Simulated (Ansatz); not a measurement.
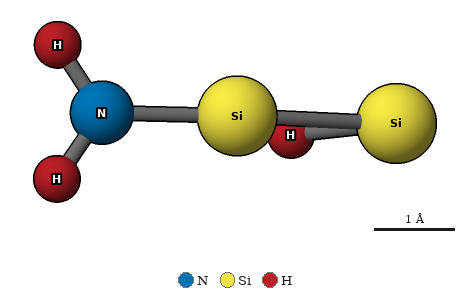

Figure 1. The starting structure (ball-and-stick view, seen at a tilt).

# Nudged elastic band of Si2NH3

System: Si2NH3.
Method: UKS B3LYP-D4/def2-SVP (Ansatz 0.2.0).

It belongs to a series of runs on one base structure; here: band between the two ends.

## Input
```yaml
crystal:
  periodic: [false, false, false]
  atoms:
    - { symbol: "N", position_ang: [-0.962924, 0.242727, -0.690851] }
    - { symbol: Si, position_ang: [0.46443, 0.393984, 0.228347] }
    - { symbol: Si, position_ang: [2.196904, 0.107436, 1.422739] }
    - { symbol: H, position_ang: [-1.895812, 0.331565, -0.297952] }
    - { symbol: H, position_ang: [-0.970347, 0.018739, -1.682002] }
    - { symbol: H, position_ang: [1.16775, -1.094451, 1.019718] }
magnetization:
  spin_polarized: true
basis:
  gaussian: { orbitals: def2-SVP }
hamiltonian:
  xc: b3lyp
  dispersion: d4
neb:
  order_check: false
  images: 5
  f_tol: 0.05
  max_iterations: 60
  final_atoms:
    - { symbol: "N", position_ang: [-1.48913374, 0.33990273, -0.28015868] }
    - { symbol: Si, position_ang: [0.06093102, 0.12420123, -0.73123705] }
    - { symbol: Si, position_ang: [1.75193671, 0.12940396, 0.93666588] }
    - { symbol: H, position_ang: [-1.75304849, 0.1663562, 0.69264423] }
    - { symbol: H, position_ang: [0.33136886, 0.34510773, -2.18257385] }
    - { symbol: H, position_ang: [1.09794664, -1.10497185, 1.56465847] }
  initial_path:
    images:
      - { positions_ang: [[-0.962924, 0.242727, -0.690851], [0.46443, 0.393984, 0.228347], [2.196904, 0.107436, 1.422739], [-1.895812, 0.331565, -0.297952], [-0.970347, 0.018739, -1.682002], [1.16775, -1.094451, 1.019718]] }
      - { positions_ang: [[-1.07495247, 0.30913379, -0.63095364], [0.38176563, 0.14175184, -0.14287487], [1.93770609, -0.07768919, 1.25902161], [-1.91674705, 0.23879213, -0.15006054], [-0.79832208, 0.27706603, -1.77718467], [1.47055088, -0.8890546, 1.4420511]] }
      - { positions_ang: [[-1.18698093, 0.37554058, -0.57105627], [0.29910126, -0.11048032, -0.51409673], [1.67850818, -0.26281437, 1.09530423], [-1.9376821, 0.14601927, -0.00216908], [-0.62629716, 0.53539305, -1.87236733], [1.77335175, -0.68365821, 1.86438419]] }
      - { positions_ang: [[-1.2990094, 0.44194737, -0.51115891], [0.21643689, -0.36271248, -0.8853186], [1.41931027, -0.44793956, 0.93158684], [-1.95861714, 0.0532464, 0.14572237], [-0.45427225, 0.79372008, -1.96755], [2.07615263, -0.47826181, 2.28671729]] }
      - { positions_ang: [[-1.36238418, 0.40793249, -0.43415884], [0.1646016, -0.20040791, -0.83395808], [1.53018575, -0.25549172, 0.93327986], [-1.89009426, 0.09094967, 0.32802966], [-0.19239188, 0.64418263, -2.03922462], [1.75008397, -0.68716516, 2.04603102]] }
      - { positions_ang: [[-1.42575896, 0.37391761, -0.35715876], [0.11276631, -0.03810334, -0.78259757], [1.64106123, -0.06304388, 0.93497287], [-1.82157138, 0.12865294, 0.51033695], [0.06948849, 0.49464518, -2.11089924], [1.42401531, -0.8960685, 1.80534475]] }
      - { positions_ang: [[-1.48913374, 0.33990273, -0.28015868], [0.06093102, 0.12420123, -0.73123705], [1.75193671, 0.12940396, 0.93666588], [-1.75304849, 0.1663562, 0.69264423], [0.33136886, 0.34510773, -2.18257385], [1.09794664, -1.10497185, 1.56465847]] }
```

Machine: 2 threads of Arm Neoverse V1, 24 GiB of memory available, shared host.

Launched with:
```bash
ansatz run input.yaml --threads 2 --pin off --max-ram 3072MiB --backend cpu --events-out ev --progress --plain --runs-dir out
```

## Output
```
Engine: ansatz 0.2.0, aarch64-unknown-linux-gnu
Functional definition: B3LYP
  parameter a0 = 0.2
  parameter ax = 0.72
  parameter ac = 0.81
  exchange = (1 - a0 - ax)*slater_x + ax*b88_x + a0*exact_x
  correlation = (1 - ac)*vwn_rpa_c + ac*lyp_c
667 factors; integrals over basis functions are off by at most 5.0e-4 eV
mean field evaluation 1: about -17281.1936 eV, gradient 3.7e1 eV
mean field evaluation 2: about -17267.5842 eV, gradient 6.2e1 eV
mean field evaluation 4: about -17286.3773 eV, gradient 7.5e0 eV
mean field evaluation 8: about -17286.8782 eV, gradient 2.8e-1 eV
mean field evaluation 16: about -17286.8789 eV, gradient 5.8e-5 eV
mean field -17286.87889637 eV, -635.2810819743 hartree, gradient 5.8e-5 eV, S^2 0.000000; 1 other end points of the search recorded, 0 dependent functions left out
the calculation of the forces begins
reference -17286.87912234 eV, -635.2810902783 hartree; 19, 19 occupied and 46, 46 virtual orbitals, 667 factors
667 factors; integrals over basis functions are off by at most 1.0e-3 eV
mean field evaluation 32: about -17285.9095 eV, gradient 1.4e-3 eV
mean field -17285.90952969 eV, -635.2454584059 hartree, gradient 5.2e-6 eV, S^2 0.000000; 2 other end points of the search recorded, 0 dependent functions left out
[... from here on the field's lines of each further geometry are left out, up to the last ...]
NEB iter   1: max|band force component| = 3.815e1 eV/Å  barrier→ = 13.9540 eV  barrier← = 12.9994 eV  Δτ_max = 0.2000 Å  (1038 SCF iters)
NEB iter   2: max|band force component| = 1.287e1 eV/Å  barrier→ = 6.3286 eV  barrier← = 5.3740 eV  Δτ_max = 0.2000 Å  (304 SCF iters)
NEB iter   3: max|band force component| = 6.839e0 eV/Å  barrier→ = 4.3001 eV  barrier← = 3.3456 eV  Δτ_max = 0.2000 Å  (266 SCF iters)
NEB iter   4: max|band force component| = 4.096e0 eV/Å  barrier→ = 3.9480 eV  barrier← = 2.9934 eV  Δτ_max = 0.1892 Å  (408 SCF iters)
NEB iter   5: max|band force component| = 1.439e0 eV/Å  barrier→ = 3.2650 eV  barrier← = 2.3104 eV  Δτ_max = 0.2000 Å  (344 SCF iters)
NEB iter   6: max|band force component| = 2.830e0 eV/Å  barrier→ = 2.4871 eV  barrier← = 1.5325 eV  Δτ_max = 0.0992 Å  (325 SCF iters)
NEB iter   7: max|band force component| = 2.268e0 eV/Å  barrier→ = 2.4960 eV  barrier← = 1.5414 eV  Δτ_max = 0.1001 Å  (249 SCF iters)
NEB iter   8: max|band force component| = 1.384e0 eV/Å  barrier→ = 2.3680 eV  barrier← = 1.4134 eV  Δτ_max = 0.1859 Å  (279 SCF iters)
NEB iter   9: max|band force component| = 7.639e-1 eV/Å  barrier→ = 2.1921 eV  barrier← = 1.2375 eV  Δτ_max = 0.1162 Å  (332 SCF iters)
NEB iter  10: max|band force component| = 1.168e0 eV/Å  barrier→ = 2.1677 eV  barrier← = 1.2131 eV  CI = image 4  Δτ_max = 0.2000 Å  (317 SCF iters)
NEB iter  11: max|band force component| = 1.263e0 eV/Å  barrier→ = 2.5618 eV  barrier← = 1.6072 eV  CI = image 4  Δτ_max = 0.2000 Å  (264 SCF iters)
NEB iter  12: max|band force component| = 1.532e0 eV/Å  barrier→ = 2.7910 eV  barrier← = 1.8364 eV  CI = image 4  Δτ_max = 0.1739 Å  (231 SCF iters)
NEB iter  13: max|band force component| = 2.146e0 eV/Å  barrier→ = 2.9073 eV  barrier← = 1.9527 eV  CI = image 4  Δτ_max = 0.2000 Å  (220 SCF iters)
NEB iter  14: max|band force component| = 2.860e0 eV/Å  barrier→ = 2.9451 eV  barrier← = 1.9905 eV  CI = image 4  Δτ_max = 0.1976 Å  (211 SCF iters)
NEB iter  15: max|band force component| = 2.647e0 eV/Å  barrier→ = 2.9010 eV  barrier← = 1.9464 eV  CI = image 4  Δτ_max = 0.1844 Å  (207 SCF iters)
NEB iter  16: max|band force component| = 1.642e0 eV/Å  barrier→ = 2.9308 eV  barrier← = 1.9762 eV  CI = image 4  Δτ_max = 0.1985 Å  (211 SCF iters)
NEB iter  17: max|band force component| = 8.818e-1 eV/Å  barrier→ = 3.1309 eV  barrier← = 2.1763 eV  CI = image 4  Δτ_max = 0.1618 Å  (203 SCF iters)
NEB iter  18: max|band force component| = 3.347e0 eV/Å  barrier→ = 2.8468 eV  barrier← = 1.8922 eV  CI = image 4  Δτ_max = 0.0840 Å  (304 SCF iters)
NEB iter  19: max|band force component| = 1.878e0 eV/Å  barrier→ = 2.9433 eV  barrier← = 1.9887 eV  CI = image 4  Δτ_max = 0.0831 Å  (228 SCF iters)
NEB iter  20: max|band force component| = 5.983e-1 eV/Å  barrier→ = 3.0326 eV  barrier← = 2.0780 eV  CI = image 4  Δτ_max = 0.0999 Å  (204 SCF iters)
NEB iter  21: max|band force component| = 4.758e-1 eV/Å  barrier→ = 2.9570 eV  barrier← = 2.0024 eV  CI = image 4  Δτ_max = 0.1649 Å  (199 SCF iters)
NEB iter  22: max|band force component| = 6.466e-1 eV/Å  barrier→ = 2.9106 eV  barrier← = 1.9560 eV  CI = image 4  Δτ_max = 0.0826 Å  (200 SCF iters)
NEB iter  23: max|band force component| = 4.140e-1 eV/Å  barrier→ = 2.9061 eV  barrier← = 1.9515 eV  CI = image 4  Δτ_max = 0.0635 Å  (229 SCF iters)
NEB iter  24: max|band force component| = 2.395e-1 eV/Å  barrier→ = 2.9040 eV  barrier← = 1.9494 eV  CI = image 4  Δτ_max = 0.0839 Å  (252 SCF iters)
NEB iter  25: max|band force component| = 1.001e0 eV/Å  barrier→ = 2.9032 eV  barrier← = 1.9486 eV  CI = image 4  Δτ_max = 0.0416 Å  (248 SCF iters)
NEB iter  26: max|band force component| = 5.261e-1 eV/Å  barrier→ = 2.9026 eV  barrier← = 1.9481 eV  CI = image 4  Δτ_max = 0.0412 Å  (318 SCF iters)
NEB iter  27: max|band force component| = 3.457e-1 eV/Å  barrier→ = 2.9024 eV  barrier← = 1.9478 eV  CI = image 4  Δτ_max = 0.0412 Å  (277 SCF iters)
NEB iter  28: max|band force component| = 2.590e-1 eV/Å  barrier→ = 2.9022 eV  barrier← = 1.9476 eV  CI = image 4  Δτ_max = 0.0411 Å  (234 SCF iters)
NEB iter  29: max|band force component| = 1.409e-1 eV/Å  barrier→ = 2.9022 eV  barrier← = 1.9476 eV  CI = image 4  Δτ_max = 0.0413 Å  (271 SCF iters)
NEB iter  30: max|band force component| = 1.353e-1 eV/Å  barrier→ = 2.9022 eV  barrier← = 1.9476 eV  CI = image 4  Δτ_max = 0.0413 Å  (232 SCF iters)
NEB iter  31: max|band force component| = 1.362e-1 eV/Å  barrier→ = 2.9021 eV  barrier← = 1.9475 eV  CI = image 4  Δτ_max = 0.0207 Å  (215 SCF iters)
NEB iter  32: max|band force component| = 9.901e-2 eV/Å  barrier→ = 2.9021 eV  barrier← = 1.9475 eV  CI = image 4  Δτ_max = 0.0207 Å  (282 SCF iters)
the calculation of the forces begins
reference -17285.79765018 eV, -635.2413469098 hartree; 19, 19 occupied and 46, 46 virtual orbitals, 668 factors
667 factors; integrals over basis functions are off by at most 9.0e-4 eV
mean field evaluation 2176: about -17283.8414 eV, gradient 1.3e-1 eV
mean field evaluation 2208: about -17283.9743 eV, gradient 5.0e-4 eV
mean field -17283.97429821 eV, -635.1743399605 hartree, gradient 2.6e-5 eV, S^2 0.645850; 6 other end points of the search recorded, 0 dependent functions left out
the calculation of the forces begins
reference -17283.97453283 eV, -635.1743485829 hartree; 19, 19 occupied and 46, 46 virtual orbitals, 667 factors
NEB iter  33: max|band force component| = 4.597e-2 eV/Å  barrier→ = 2.9020 eV  barrier← = 1.9475 eV  CI = image 4  Δτ_max = 0.0000 Å  (677 SCF iters)
```

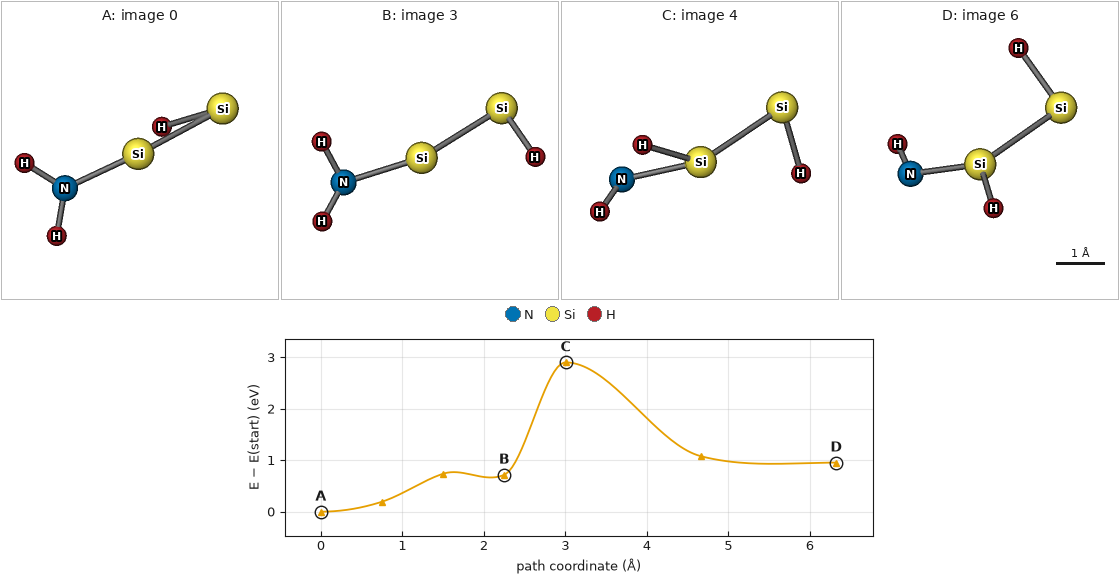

Figure 2. Images of the last band (counted from 0; ball-and-stick, seen at a tilt) above the energy along the path; the line is a cubic interpolation that uses the forces. The highest image is number 4, 2.902 eV above the start and 1.947 eV above the end (the climbing image); the end lies 0.955 eV above the start. The path is 6.33 Å long. The band converged in 33 iterations.

```
Total energy: -17284.19474667 eV, -635.1824412922 hartree
Atom 0 at    -1.336817    -0.309466    -0.581383 Å, force     0.001068     0.006960    -0.000377 eV/Å
Atom 1 at     0.159601     0.291168     0.003402 Å, force     0.001428    -0.003962     0.000015 eV/Å
Atom 2 at     2.218238    -0.538667     0.522335 Å, force    -0.001348     0.000777    -0.000765 eV/Å
Atom 3 at    -2.131924     0.340228    -0.585187 Å, force     0.000876    -0.002440    -0.001549 eV/Å
Atom 4 at    -0.570265     0.814031    -1.314891 Å, force    -0.002646    -0.001707     0.001655 eV/Å
Atom 5 at     1.661168    -0.597293     1.955724 Å, force     0.000622     0.000372     0.001021 eV/Å
Dipole moment:    -0.333014     0.235469     0.000379 e Å
this run last wrote the band of iteration 33 to [file]
```

## The last band as extended XYZ (Å, eV, eV/Å)
```
6
Properties=species:S:1:pos:R:3:forces:R:3 image=0 energy=-17287.09655
N    -0.9629    0.2427   -0.6909   -0.0023  -0.0017  -0.0022
Si    0.4644    0.3940    0.2283    0.0138  -0.0049   0.0080
Si    2.1969    0.1074    1.4227   -0.0040   0.0096  -0.0032
H    -1.8958    0.3316   -0.2980    0.0021  -0.0001   0.0000
H    -0.9703    0.0187   -1.6820   -0.0010   0.0012   0.0021
H     1.1678   -1.0945    1.0197   -0.0086  -0.0042  -0.0047
6
Properties=species:S:1:pos:R:3:forces:R:3 image=1 energy=-17286.90331
N    -1.0314    0.1899   -0.7374    0.0299   0.0919   0.0725
Si    0.2911    0.2544    0.3427   -0.0049   0.1364   0.0878
Si    2.2833    0.1048    1.1279   -0.0336   0.1343   0.1687
H    -2.0080    0.2485   -0.4621    0.0165   0.1356   0.0736
H    -0.9070    0.3418   -1.7345    0.0140  -0.3243  -0.1047
H     1.3720   -1.1395    1.4634   -0.0219  -0.1740  -0.2979
6
Properties=species:S:1:pos:R:3:forces:R:3 image=2 energy=-17286.35874
N    -1.0456    0.0634   -0.8678   -0.0011   0.0038   0.0294
Si    0.2850    0.0847    0.2468    0.0387   0.0905   0.0509
Si    2.2888    0.0745    0.9738    0.0293   0.1920   0.1661
H    -2.0172   -0.0683   -0.5952    0.0096   0.1071   0.2022
H    -0.9852    0.8319   -1.5382   -0.0047  -0.1652  -0.2513
H     1.4742   -0.9861    1.7807   -0.0718  -0.2281  -0.1973
6
Properties=species:S:1:pos:R:3:forces:R:3 image=3 energy=-17286.37808
N    -1.1119    0.0581   -0.8657    0.2142   1.0739  -0.2312
Si    0.2348   -0.0397    0.1832    0.3105  -0.7964   0.2598
Si    2.2881   -0.3375    0.6388    0.1309  -0.2938   0.0465
H    -2.1031   -0.0886   -0.7010    0.0154  -0.3497  -0.0126
H    -0.9602    0.9868   -1.2737   -0.7402   0.0394  -0.2599
H     1.6524   -0.5790    2.0183    0.0692   0.3266   0.1974
6
Properties=species:S:1:pos:R:3:forces:R:3 image=4 energy=-17284.19451
N    -1.3368   -0.3095   -0.5814    0.0011   0.0070  -0.0004
Si    0.1596    0.2912    0.0034    0.0014  -0.0040   0.0000
Si    2.2182   -0.5387    0.5223   -0.0013   0.0008  -0.0008
H    -2.1319    0.3402   -0.5852    0.0009  -0.0024  -0.0015
H    -0.5703    0.8140   -1.3149   -0.0026  -0.0017   0.0017
H     1.6612   -0.5973    1.9557    0.0006   0.0004   0.0010
6
Properties=species:S:1:pos:R:3:forces:R:3 image=5 energy=-17286.01827
N    -1.6060    0.2013   -0.4314   -0.0861   0.1848  -0.0215
Si    0.0066    0.2361   -0.5337   -0.1103  -0.0175  -0.1914
Si    1.9041   -0.8275    0.5367   -0.0993  -0.0179   0.0218
H    -2.1917   -0.0865    0.3396   -0.0175  -0.2814   0.3800
H     0.3397    0.8212   -1.8537    0.3874   0.0878  -0.1863
H     1.5473   -0.3447    1.9425   -0.0742   0.0441  -0.0026
6
Properties=species:S:1:pos:R:3:forces:R:3 image=6 energy=-17286.14197
N    -1.4891    0.3399   -0.2802   -0.0057  -0.0046   0.0148
Si    0.0609    0.1242   -0.7312    0.0037   0.0038  -0.0047
Si    1.7519    0.1294    0.9367   -0.0036  -0.0035   0.0007
H    -1.7530    0.1664    0.6926    0.0052   0.0037  -0.0150
H     0.3314    0.3451   -2.1826   -0.0024  -0.0002   0.0014
H     1.0979   -1.1050    1.5647    0.0028   0.0008   0.0027
```

## Summary

| quantity | value |
| --- | --- |
| outcome | converged |
| barrier, forward | 2.902 eV |
| barrier, backward | 1.948 eV |
| wall time | 5.6 min (CPU time 11 min) |
| peak memory | 0.17 GiB |

## Notes

⟨S²⟩ is 0.65 against 0.00 for a pure state: the solution is spin-contaminated. The order of the saddle point was not checked.
